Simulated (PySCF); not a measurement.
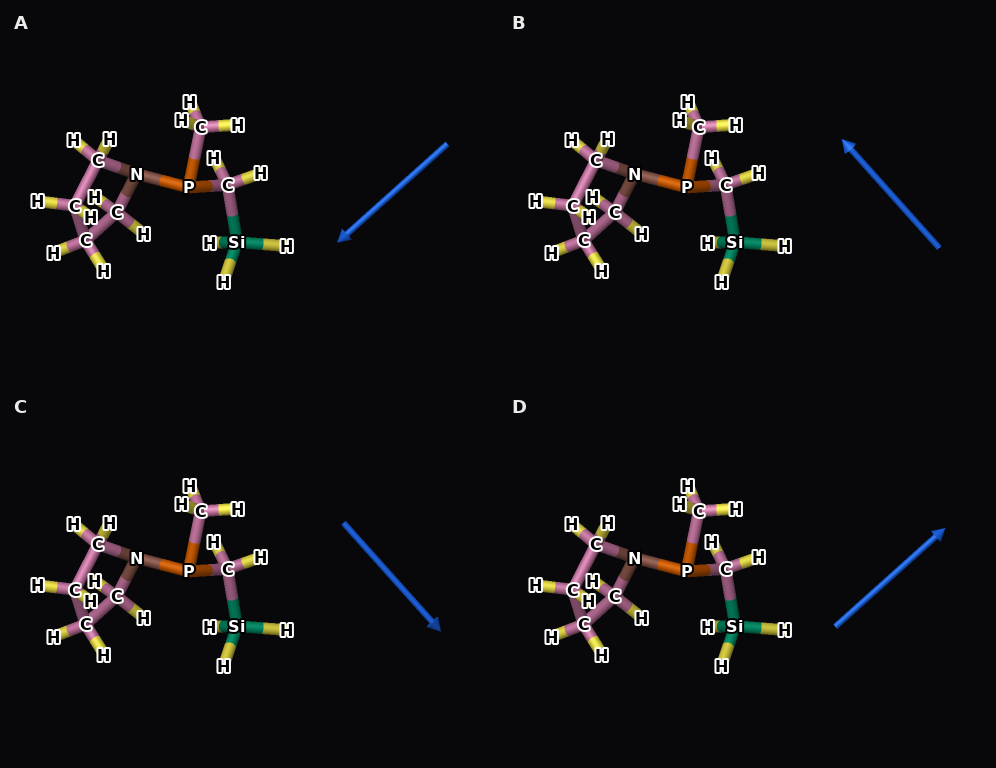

The same molecule four times, each with an arrow. The geometry was computed by an optimisation with GFN2-xTB. No frequency run is at hand to confirm it as a minimum. Method: PBE0/pcSseg-1, gas phase (PySCF 2.14.0).

Question: Which arrow points along the dipole moment, from the negative to the positive end?

Answer: B. The dipole moment is 1.07 D.

The geometry is semi-empirical. Around P, Si such bond lengths and angles can be off by a tenth of an ångström or more and by several degrees, and values that hang on the shape move with them.
